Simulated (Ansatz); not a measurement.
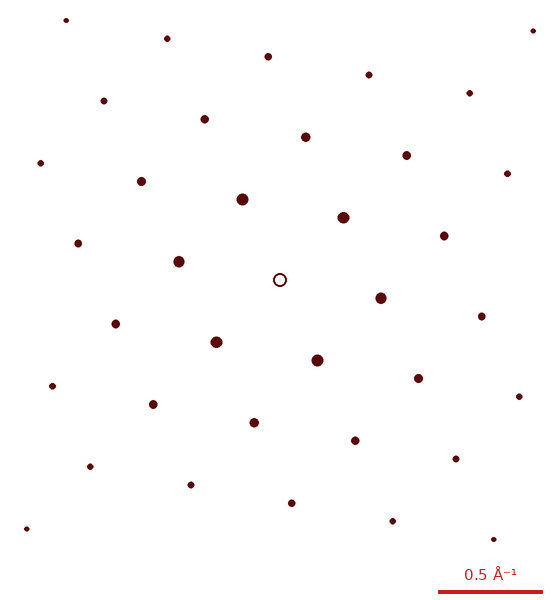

Computed electron diffraction pattern, 120 kV, single scattering only, B = 0.5 Å².

It belongs to Au, space group Fm-3m (No. 225), a = 4.046 Å. Structure: the input geometry of an electronic-structure calculation (not necessarily at equilibrium).

Question: Measure the pattern against the scale bar and name the zone.

Answer: The spots form a centred rectangular net with both shortest vectors at d = 2.34 Å, 70.5° apart. They index as -1 1 -1 and -1 1 1, so the zone axis is [110] (or an equivalent direction of <110>).
